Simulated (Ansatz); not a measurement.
```json
{"atom": "K", "x (Å)": "-0.1288", "y (Å)": "-0.0381", "z (Å)": "-2.8793"}
{"atom": "C", "x (Å)": "0.0440", "y (Å)": "0.0127", "z (Å)": "0.9831"}
{"atom": "N", "x (Å)": "-0.0069", "y (Å)": "-0.0012", "z (Å)": "-0.1587"}
{"atom": "H", "x (Å)": "0.0917", "y (Å)": "0.0266", "z (Å)": "2.0550"}
```

Geometry: PBE0-D4/def2-TZVP.

Method: RKS PBE0-D4/def2-TZVPPD in Ansatz 0.2.0.

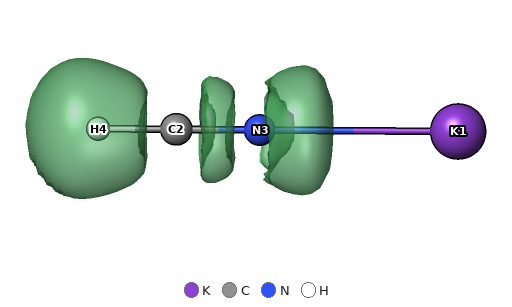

CHKN (charge +1). Isosurface of the electron localisation function at 0.8 (green), seen from one side. Core shells and regions of very low density are left out.

> Describe the localisation domains.

The ELF exceeds this value in one region between bonded C–N atoms (shared pairs), one region around a hydrogen nucleus and one lobe of the valence shell of N pointing towards K.

Values along the shortest contacts:
C–N (1.14 Å): the ELF peaks at about 0.85 between the atoms; a multiple bond. K–N (2.72 Å): the ELF peaks at about 0.95 in the valence shell of N, 0.7 Å from its nucleus, and drops to about 0.05 between the two atoms; a closed-shell, largely ionic contact.
